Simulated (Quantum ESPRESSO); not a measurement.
# K2Pt (Fm-3m): modes at Γ and the response to a field, part 2 of 4

Which modes does K2Pt (Fm-3m) have at the zone centre?

Quantum ESPRESSO 7.5; DFT LDA, scalar-relativistic, plane waves, JTH PAW pseudopotentials.

So far. Step 2 (A first look): A gap of 1.3 eV opens on this mesh, so the crystal is taken as an insulator; the start stands at -1.8 GPa. Step 4 (Self-consistent run for the response): The cell stands at -0.012 GPa, close enough for phonons.

## (5) Linear response at Γ

At q = 0 one unit cell holds all displacements; symmetry groups them into irreducible representations that are solved one by one. The response to a field gives ε∞ and the Born charges, which polar modes need.

Contents of ph.in:

```
phonons
&inputph
   prefix = 'x'
   outdir = './tmp'
   fildyn = 'g.dyn'
   tr2_ph = 1.0d-18
   epsil = .true.
/
0.000000000000 0.000000000000 0.000000000000
```

On the command line:

```bash
$ OMP_NUM_THREADS=1 mpirun -n 4 ph.x -nk 4 -in ph.in > ph.out
```

The program printed:

```text
[banners, grids, parts of the stress and lines that vanish by symmetry left out]
[banner, memory and clock lines left out]
Program PHONON v.7.5

     ./tmp/x.save/

     file K.upf: wavefunction(s)  3S 4S 3P 4P 0D renormalized
     file Pt.upf: wavefunction(s)  6S 0S 6P 0P 5D 0D renormalized

     IMPORTANT: XC functional enforced from input :
     Exchange-correlation= PW
                           (   1   4   0   0   0   0   0)
     Any further DFT definition will be discarded
     Please, verify this is what you really want

     G-vector sticks info

     Reading collected, re-writing distributed wavefunctions in ./tmp/

     Number and degeneracy of irreps per q-point
       N         xq(1)         xq(2)         xq(3)   N irreps
       1   0.000000000   0.000000000   0.000000000       3
        3   3   3

     Calculation of q =    0.0000000   0.0000000   0.0000000

     phonons

     bravais-lattice index     =            2
     lattice parameter (alat)  =      13.7684  a.u.
     unit-cell volume          =     652.5106 (a.u.)^3
     number of atoms/cell      =            3
     number of atomic types    =            2
     kinetic-energy cut-off    =      50.0000  Ry
     charge density cut-off    =     400.0000  Ry
     convergence threshold     =      1.0E-18
     beta                      =       0.7000
     number of iterations used =            4
     Exchange-correlation= PW
                           (   1   4   0   0   0   0   0)

     celldm(1)=   13.76837  celldm(2)=    0.00000  celldm(3)=    0.00000
     celldm(4)=    0.00000  celldm(5)=    0.00000  celldm(6)=    0.00000

     crystal axes: (cart. coord. in units of alat)
               a(1) = ( -0.5000  0.0000  0.5000 )
               a(2) = (  0.0000  0.5000  0.5000 )
               a(3) = ( -0.5000  0.5000  0.0000 )

     reciprocal axes: (cart. coord. in units 2 pi/alat)
               b(1) = ( -1.0000 -1.0000  1.0000 )
               b(2) = (  1.0000  1.0000  1.0000 )
               b(3) = ( -1.0000  1.0000 -1.0000 )

     Atoms inside the unit cell:

     Cartesian axes

     site n.  atom      mass           positions (alat units)
        1  K      39.0983   tau(    1) = (   -0.25000    0.25000    0.25000  )
        2  K      39.0983   tau(    2) = (   -0.75000    0.75000    0.75000  )
        3  Pt    195.0840   tau(    3) = (    0.00000    0.00000    0.00000  )

     Computing dynamical matrix for
                    q = (   0.0000000   0.0000000   0.0000000 )

     49 Sym.Ops. (with q -> -q+G )

     G cutoff = 1920.7255  (  87843 G-vectors)     FFT grid: ( 64, 64, 64)
     G cutoff =  960.3628  (  30923 G-vectors)  smooth grid: ( 45, 45, 45)
     number of k points=    16
                       cart. coord. in units 2pi/alat
        k(    1) = (   0.0000000   0.0000000   0.0000000), wk =   0.0092593
        k(    2) = (  -0.1666667   0.1666667  -0.1666667), wk =   0.0740741
        k(    3) = (  -0.3333333   0.3333333  -0.3333333), wk =   0.0740741
        [... further k-points left out ...]

     PseudoPot. # 1 for K  read from file:
     ./pseudo/K.upf
     Pseudo is Projector augmented-wave + core cor, Zval =  9.0
     Shape of augmentation charge: SINC**2
     Using radial grid of 1013 points,  5 beta functions with:
                l(1) =   0
                l(2) =   0
                l(3) =   1
                l(4) =   1
                l(5) =   2
     Q(r) pseudized with 0 coefficients

     PseudoPot. # 2 for Pt read from file:
     ./pseudo/Pt.upf
     Pseudo is Projector augmented-wave + core cor, Zval = 10.0
     Shape of augmentation charge: SINC**2
     Using radial grid of 1126 points,  6 beta functions with:
                l(1) =   0
                l(2) =   0
                l(3) =   1
                l(4) =   1
                l(5) =   2
                l(6) =   2
     Q(r) pseudized with 0 coefficients

     Mode symmetry, O_h (m-3m)  point group:

     Electric field:
     Dielectric constant
     Born effective charges as d Force / d E

     Atomic displacements:
     There are    3 irreducible representations

     Representation     1      3 modes -  To be done

     Representation     2      3 modes -  To be done

     Representation     3      3 modes -  To be done

     Alpha used in Ewald sum =   2.8000

     Electric Fields Calculation

      iter #   1   av.it.:  10.3
      thresh= 1.000E-02 alpha_mix =  0.700 |ddv_scf|^2 =  2.994E-07

      iter #   2   av.it.:  20.8
      thresh= 5.471E-05 alpha_mix =  0.700 |ddv_scf|^2 =  2.759E-07

      iter #   3   av.it.:  20.0
      thresh= 5.253E-05 alpha_mix =  0.700 |ddv_scf|^2 =  2.319E-10

      iter #   4   av.it.:  20.9
      thresh= 1.523E-06 alpha_mix =  0.700 |ddv_scf|^2 =  8.452E-12

      iter #   5   av.it.:  20.2
      thresh= 2.907E-07 alpha_mix =  0.700 |ddv_scf|^2 =  1.214E-13

      iter #   6   av.it.:  20.3
      thresh= 3.484E-08 alpha_mix =  0.700 |ddv_scf|^2 =  9.210E-16

      iter #   7   av.it.:  20.9
      thresh= 3.035E-09 alpha_mix =  0.700 |ddv_scf|^2 =  1.281E-17

      iter #   8   av.it.:  21.1
      thresh= 3.579E-10 alpha_mix =  0.700 |ddv_scf|^2 =  5.424E-19

     End of electric fields calculation

          Dielectric constant in cartesian axis

          (       5.130675010      -0.000000000      -0.000000000 )
          (      -0.000000000       5.130675010       0.000000000 )
          (      -0.000000000       0.000000000       5.130675010 )

          Effective charges (d Force / dE) in cartesian axis without acoustic sum rule applied (asr)

           atom    1  K     Mean Z*:        0.90988
      Ex  (        0.90988        0.00000        0.00000 )
      Ey  (       -0.00000        0.90988       -0.00000 )
      Ez  (        0.00000       -0.00000        0.90988 )
           atom    2  K     Mean Z*:        0.90988
      Ex  (        0.90988        0.00000        0.00000 )
      Ey  (        0.00000        0.90988        0.00000 )
      Ez  (       -0.00000       -0.00000        0.90988 )
           atom    3  Pt    Mean Z*:       -1.82028
      Ex  (       -1.82028        0.00000        0.00000 )
      Ey  (        0.00000       -1.82028       -0.00000 )
      Ez  (        0.00000       -0.00000       -1.82028 )

          Effective charges Sum: Mean:       -0.00052
             -0.00052        0.00000        0.00000
              0.00000       -0.00052       -0.00000
              0.00000       -0.00000       -0.00052

          Effective charges (d Force / dE) in cartesian axis with asr applied:
           atom    1  K     Mean Z*:        0.91005
      E*x (        0.91005       -0.00000        0.00000 )
      E*y (       -0.00000        0.91005       -0.00000 )
      E*z (        0.00000        0.00000        0.91005 )
           atom    2  K     Mean Z*:        0.91005
      E*x (        0.91005       -0.00000       -0.00000 )
      E*y (        0.00000        0.91005        0.00000 )
      E*z (       -0.00000        0.00000        0.91005 )
           atom    3  Pt    Mean Z*:       -1.82011
      E*x (       -1.82011        0.00000       -0.00000 )
      E*y (        0.00000       -1.82011       -0.00000 )
      E*z (       -0.00000       -0.00000       -1.82011 )

     Representation #   1 modes #   1   2   3

     Self-consistent Calculation

      iter #   1   av.it.:   9.7
      thresh= 1.000E-02 alpha_mix =  0.700 |ddv_scf|^2 =  2.074E-07

      iter #   2   av.it.:  21.2
      thresh= 4.554E-05 alpha_mix =  0.700 |ddv_scf|^2 =  3.891E-08

      iter #   3   av.it.:  21.2
      thresh= 1.973E-05 alpha_mix =  0.700 |ddv_scf|^2 =  3.439E-11

      iter #   4   av.it.:  21.5
      thresh= 5.865E-07 alpha_mix =  0.700 |ddv_scf|^2 =  4.021E-13

      iter #   5   av.it.:  21.2
      thresh= 6.341E-08 alpha_mix =  0.700 |ddv_scf|^2 =  8.820E-14

      iter #   6   av.it.:  21.4
      thresh= 2.970E-08 alpha_mix =  0.700 |ddv_scf|^2 =  1.002E-17

[...]
End of self-consistent calculation

     Convergence has been achieved

     Representation #   2 modes #   4   5   6

     Self-consistent Calculation

[...]
End of self-consistent calculation

     Convergence has been achieved

     Representation #   3 modes #   7   8   9

     Self-consistent Calculation

[...]
iter #   2   av.it.:  21.8
      thresh= 3.583E-05 alpha_mix =  0.700 |ddv_scf|^2 =  4.596E-08

      iter #   3   av.it.:  21.6
      thresh= 2.144E-05 alpha_mix =  0.700 |ddv_scf|^2 =  2.756E-09

      iter #   4   av.it.:  21.0
      thresh= 5.250E-06 alpha_mix =  0.700 |ddv_scf|^2 =  1.034E-11

      iter #   5   av.it.:  21.8
      thresh= 3.216E-07 alpha_mix =  0.700 |ddv_scf|^2 =  1.763E-13

      iter #   6   av.it.:  20.9
      thresh= 4.199E-08 alpha_mix =  0.700 |ddv_scf|^2 =  1.294E-14

      iter #   7   av.it.:  21.6
      thresh= 1.137E-08 alpha_mix =  0.700 |ddv_scf|^2 =  4.581E-18

      iter #   8   av.it.:  22.0
      thresh= 2.140E-10 alpha_mix =  0.700 |ddv_scf|^2 =  7.771E-20

     End of self-consistent calculation

     Convergence has been achieved

     Number of q in the star =    1
     List of q in the star:
          1   0.000000000   0.000000000   0.000000000

          Dielectric constant in cartesian axis

          (       5.130675010      -0.000000000      -0.000000000 )
          (      -0.000000000       5.130675010       0.000000000 )
          (      -0.000000000       0.000000000       5.130675010 )

          Effective charges (d Force / dE) in cartesian axis without acoustic sum rule applied (asr)

           atom    1  K     Mean Z*:        0.90988
      Ex  (        0.90988        0.00000        0.00000 )
      Ey  (       -0.00000        0.90988       -0.00000 )
      Ez  (        0.00000       -0.00000        0.90988 )
           atom    2  K     Mean Z*:        0.90988
      Ex  (        0.90988        0.00000        0.00000 )
      Ey  (        0.00000        0.90988        0.00000 )
      Ez  (       -0.00000       -0.00000        0.90988 )
           atom    3  Pt    Mean Z*:       -1.82028
      Ex  (       -1.82028        0.00000        0.00000 )
      Ey  (        0.00000       -1.82028       -0.00000 )
      Ez  (        0.00000       -0.00000       -1.82028 )

          Effective charges Sum: Mean:       -0.00052
             -0.00052        0.00000        0.00000
              0.00000       -0.00052       -0.00000
              0.00000       -0.00000       -0.00052

          Effective charges (d Force / dE) in cartesian axis with asr applied:
           atom    1  K     Mean Z*:        0.91005
      E*x (        0.91005       -0.00000        0.00000 )
      E*y (       -0.00000        0.91005       -0.00000 )
      E*z (        0.00000        0.00000        0.91005 )
           atom    2  K     Mean Z*:        0.91005
      E*x (        0.91005       -0.00000       -0.00000 )
      E*y (        0.00000        0.91005        0.00000 )
      E*z (       -0.00000        0.00000        0.91005 )
           atom    3  Pt    Mean Z*:       -1.82011
      E*x (       -1.82011        0.00000       -0.00000 )
      E*y (        0.00000       -1.82011       -0.00000 )
      E*z (       -0.00000       -0.00000       -1.82011 )

     Diagonalizing the dynamical matrix

     q = (    0.000000000   0.000000000   0.000000000 )

 **************************************************************************
     freq (    1) =      -0.052297 [THz] =      -1.744454 [cm-1]
     freq (    2) =      -0.052297 [THz] =      -1.744454 [cm-1]
     freq (    3) =      -0.052297 [THz] =      -1.744454 [cm-1]
     freq (    4) =       3.073390 [THz] =     102.517261 [cm-1]
     freq (    5) =       3.073390 [THz] =     102.517261 [cm-1]
     freq (    6) =       3.073390 [THz] =     102.517261 [cm-1]
     freq (    7) =       3.796005 [THz] =     126.621085 [cm-1]
     freq (    8) =       3.796005 [THz] =     126.621085 [cm-1]
     freq (    9) =       3.796005 [THz] =     126.621085 [cm-1]
 **************************************************************************

     Mode symmetry, O_h (m-3m)  point group:

     freq (   1-   3) =         -1.7  [cm-1]   --> T_1u G_15  G_4- I
     freq (   4-   6) =        102.5  [cm-1]   --> T_1u G_15  G_4- I
     freq (   7-   9) =        126.6  [cm-1]   --> T_2g G_25' G_5+ R
```

Wall time 5 min (4 MPI ranks of Arm Neoverse V2, shared host).

This step gave:

- miss of the charge sum rule: 5.20e-4 e
- largest acoustic frequency at the zone centre before the sum rule: -1.74 cm⁻¹
- highest optical zone-centre mode (no LO-TO term): 126.6 cm⁻¹
- lowest optical zone-centre mode: 102.5 cm⁻¹
- mean high-frequency dielectric constant: 5.131
- largest Born charge in size (third of the trace): 1.820 e

Born charge (rows field, columns displacement), before the sum rule (e), principal values of the symmetric part by kind of site:

```csv
atom,atoms with these values,low,middle,high,mean
K1,2,0.91,0.91,0.91,0.91
Pt3,1,-1.82,-1.82,-1.82,-1.82
```

In full for K1:

```
0.91 0.00 0.00
0.00 0.91 0.00
0.00 0.00 0.91
```

High-frequency dielectric tensor:

```
5.13 0.00 0.00
0.00 5.13 0.00
0.00 0.00 5.13
```

The acoustic modes at Γ come out as far as 1.7 cm⁻¹ from zero, where they should vanish, a small numerical error; the Born charges miss their sum rule by 5.2e-4 e, which is good.

## (6) Zone-centre analysis

A rigid shift of the crystal must cost nothing, but grids and finite bases break this; the acoustic sum rule is imposed before the matrix is diagonalised again. With Born charges the intensities follow, and the static dielectric tensor.

Contents of dynmat.in:

```
&input
   fildyn = 'g.dyn'
   asr = 'simple'
   fileig = 'dynmat.eig'
   lperm = .true.
/
```

On the command line:

```bash
$ dynmat.x -in dynmat.in > dynmat.out
```

The program printed:

```text
[banner, memory and clock lines left out]
Program DYNMAT v.7.5

     Reading Dynamical Matrix from file g.dyn
     ...Force constants read
     ...epsilon and Z* read
     A direction for q was not specified:TO-LO splitting will be absent

     Polarizability (A^3 units)
     multiply by 0.420718 for Clausius-Mossotti correction
        31.783532   -0.000000   -0.000000
        -0.000000   31.783532    0.000000
        -0.000000    0.000000   31.783532

     IR activities are in (D/A)^2/amu units

# mode   [cm-1]    [THz]      IR
    1     -0.00   -0.0000    0.0000
    2      0.00    0.0000    0.0000
    3      0.00    0.0000    0.0000
    4    102.54    3.0741    1.3692
    5    102.54    3.0741    1.3692
    6    102.54    3.0741    1.3692
    7    126.64    3.7967    0.0000
    8    126.64    3.7967    0.0000
    9    126.64    3.7967    0.0000

Electronic dielectric permittivity tensor (relative, adimensional)
         5.130675   -0.000000   -0.000000
        -0.000000    5.130675    0.000000
        -0.000000    0.000000    5.130675

 ... with zone-center polar mode contributions
         8.003051   -0.000000   -0.000000
        -0.000000    8.003051    0.000000
        -0.000000    0.000000    8.003051

[end of the log left out, with the tail of the file of modes that dynmat.x writes under the same name]
```

It took 0.45 s on 1 thread.

This step gave:

- mean static dielectric constant: 8.003

Unit eigenvectors of the mass-weighted matrix after the sum rule; no LO-TO term. The modes at Γ (shares of kinetic energy by element, %):

```csv
mode,frequency (cm⁻¹),symmetry,K %,Pt %
1,0.0,acoustic,29,71
2,0.0,acoustic,29,71
3,0.0,acoustic,29,71
4,102.5,T1u,71,29
5,102.5,T1u,71,29
6,102.5,T1u,71,29
7,126.6,T2g,100,0
8,126.6,T2g,100,0
9,126.6,T2g,100,0
```

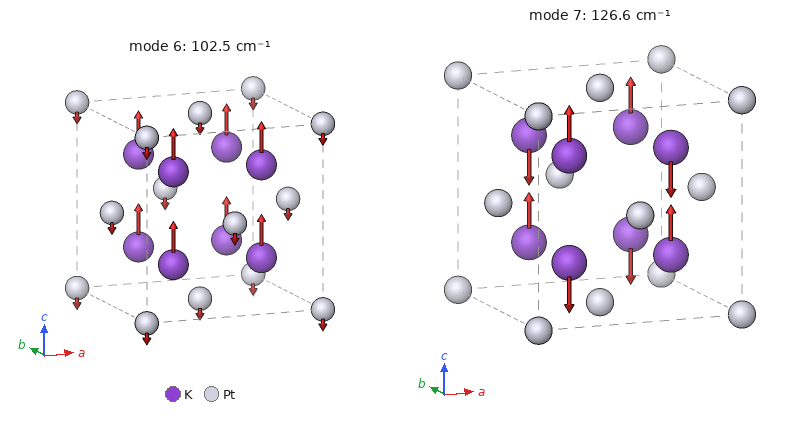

Displacement patterns of modes 6 and 7 at Γ; arrows are exaggerated. Some periodic images of atoms are drawn too.

Degenerate modes summed, no LO-TO term. Lines of the infrared spectrum (strongest = 100):

```csv
position (cm⁻¹),lines merged,label,"IR intensity, relative"
103,3,T1u,100
127,3,T2g,0.0
```

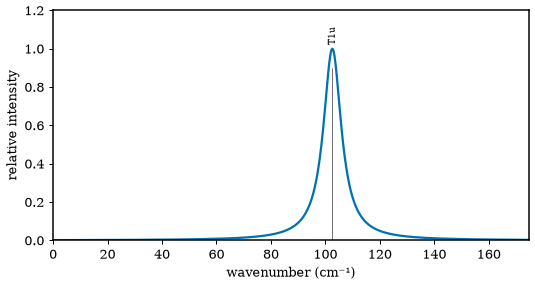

The infrared spectrum, broadened with Lorentzians of width 8 cm⁻¹; bars mark the lines.

Static dielectric tensor (ions relaxed, fixed cell):

```
8.00 0.00 0.00
0.00 8.00 0.00
0.00 0.00 8.00
```

The rule moves no optical mode by more than 0.1 cm⁻¹.

## (7) Modes along a direction of q (1 0 0)

A longitudinal polar mode sets up a macroscopic field that stiffens it; the term hangs on the direction from which q goes to zero.

Contents of dynmat.in:

```
&input
   fildyn = 'g.dyn'
   asr = 'simple'
   fileig = 'dynmat.eig'
   q(1) = 1.0
   q(2) = 0.0
   q(3) = 0.0
/
```

On the command line:

```bash
$ dynmat.x -in dynmat.in > dynmat.out
```

The program printed:

```text
[banner, memory and clock lines left out]
Program DYNMAT v.7.5

     Reading Dynamical Matrix from file g.dyn
     ...Force constants read
     ...epsilon and Z* read

     Polarizability (A^3 units)
     multiply by 0.420718 for Clausius-Mossotti correction
        31.783532   -0.000000   -0.000000
        -0.000000   31.783532    0.000000
        -0.000000    0.000000   31.783532

     IR activities are in (D/A)^2/amu units

# mode   [cm-1]    [THz]      IR
    1     -0.00   -0.0000    0.0000
    2     -0.00   -0.0000    0.0000
    3      0.00    0.0000    0.0000
    4    102.54    3.0741    1.3692
    5    102.54    3.0741    1.3692
    6    126.64    3.7967    0.0000
    7    126.64    3.7967    0.0000
    8    126.64    3.7967    0.0000
    9    128.07    3.8393    1.3692

[end of the log left out, with the tail of the file of modes that dynmat.x writes under the same name]
```

It took 0.45 s on 1 thread.

Numbers from this step:

* highest mode moved by the LO-TO term: 128.1 cm⁻¹

Zone-centre frequencies as printed; negative means imaginary. Modes:

```csv
mode,frequency (cm⁻¹)
1,0
2,0
3,0
4,102.5
5,102.5
6,126.6
7,126.6
8,126.6
9,128.1
```

The field moves one mode, from 102 to 128 cm⁻¹; the others stay.

## (8) Ground state, volume × 0.94

Bonds stiffen under compression, so frequencies follow the volume; the atoms are not relaxed anew.

Contents of scf.in:

```
&control
   calculation = 'scf'
   prefix = 'x'
   outdir = './tmp'
   pseudo_dir = './pseudo'
   tprnfor = .true.
   tstress = .true.
/
&system
   ibrav = 2
   celldm(1) = 13.48730396
   nat = 3
   ntyp = 2
   ecutwfc = 50.0
   ecutrho = 400.0
   occupations = 'fixed'
   nbnd = 16
/
&electrons
   conv_thr = 1.0d-12
   mixing_beta = 0.7
   electron_maxstep = 100
/
ATOMIC_SPECIES
 K      39.0983  K.upf
 Pt    195.0840  Pt.upf
ATOMIC_POSITIONS crystal
 K      0.250000000   0.250000000   0.250000000
 K      0.750000000   0.750000000   0.750000000
 Pt     0.000000000   0.000000000   0.000000000
K_POINTS automatic
 6 6 6 0 0 0
```

On the command line:

```bash
$ OMP_NUM_THREADS=1 mpirun -n 4 pw.x -nk 4 -in scf.in > scf.out
```

The program printed:

```text
[banners, grids, parts of the stress and lines that vanish by symmetry left out]
[banner, memory and clock lines left out]
Program PWSCF v.7.5

[...]
kinetic-energy cutoff     =      50.0000  Ry
     charge density cutoff     =     400.0000  Ry
     scf convergence threshold =      1.0E-12
[...]
Exchange-correlation= SLA PW NOGX NOGC
                           (   1   4   0   0   0   0   0)
[...]
48 Sym. Ops., with inversion, found
[...]
number of k points=    16
[...]
End of self-consistent calculation
[...]
highest occupied, lowest unoccupied level (ev):     4.7078    6.3350
!    total energy              =    -946.60416413 Ry
[...]
convergence has been achieved in  28 iterations
[...]
atom    1 type  1   force =     0.00000000    0.00000000    0.00000000
     atom    2 type  1   force =     0.00000000    0.00000000   -0.00000000
     atom    3 type  2   force =    -0.00000000   -0.00000000   -0.00000000
     Total force =     0.000000     Total SCF correction =     0.000000
[...]
total   stress  (Ry/bohr**3)                   (kbar)     P=       14.74
[...]
XML data file, charge density, pseudopotentials, collected wavefunctions
```

The job ended after 20 s (4 MPI ranks).

This step gave:

```
volume per atom   : 30.30 Å³
pressure          : 1.474 GPa
gap on the k-mesh : 1.627 eV
```

[end of part 2 of 4]

[Host names and launcher messages were left out of these logs when they were recorded.]

[Logs are printed without paths, hosts, clocks, repeated set-up lines and the standing remarks that a program may print on its own settings, such as how far it seeks lower states.]

[Hosts, paths, dates, database ids (printed as entryN), source tags and the programs' standing remarks are cut or masked in the printed files.]
